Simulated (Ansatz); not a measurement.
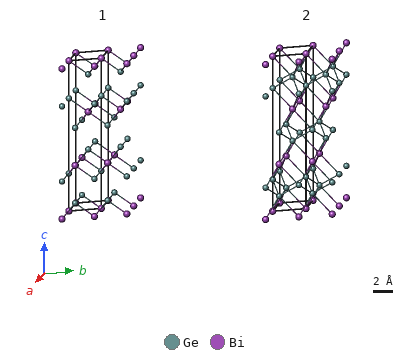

Two geometries of a crystal of Ge₂Bi (built on the cadmium chloride_166 type) (coarse preliminary run), drawn at one scale. One is the start of a relaxation, the other its converged end. A ball-and-stick model of the conventional cell (3 times the calculation's cell), repeated 2 × 2 × 1 with one cell outlined, seen slightly off an axis. Lengths and directions refer to the drawn axes.

These are results of DFT PBE, scalar-relativistic, plane waves, PAW (Ansatz 0.2.0), not measurements. (plane-wave cutoff 420 eV; k-point mesh 6 × 6 × 6; occupations gaussian; smearing width 0.1 eV; no spin polarisation; cell and atoms relaxed; force threshold 0.04 eV/Å; at most 70 steps)

Which geometry has the lower energy?

Answer. Structure 2 is the relaxed one. Case: cadmium chloride type (R-3m, No. 166). Over 6 accepted moves (7 points after the start) the energy falls by 998 meV per atom. The largest force component goes from 4.5 to 0.03 eV/Å. Pressure: 27.99 GPa at the start and 0.20 GPa at the end. The SCF was repeated once at an unchanged geometry on a basis and grid sized afresh for the cell, which shifted the energy by 0.4 meV per atom at most. The largest moves relative to the cell, 0.78 Å, are those of Ge atoms. Bi stays in place. The volume changes by +8.8 %, with a = b 3.742 → 3.844 Å (+2.7 %), c 16.953 → 17.482 Å (+3.1 %). Some distances before and after: Ge–Ge 3.557 → 2.600 Å, Bi–Ge 2.581 → 3.151 Å. New bonds form: Ge–Ge (3.56 → 2.60 Å). Among the angles between lasting bonds that change: Ge–Bi–Ge 87.1° → 104.8°, Ge–Bi–Ge 92.9° → 75.2°, Bi–Ge–Bi 92.9° → 75.2°. The space group stays R-3m (No. 166).
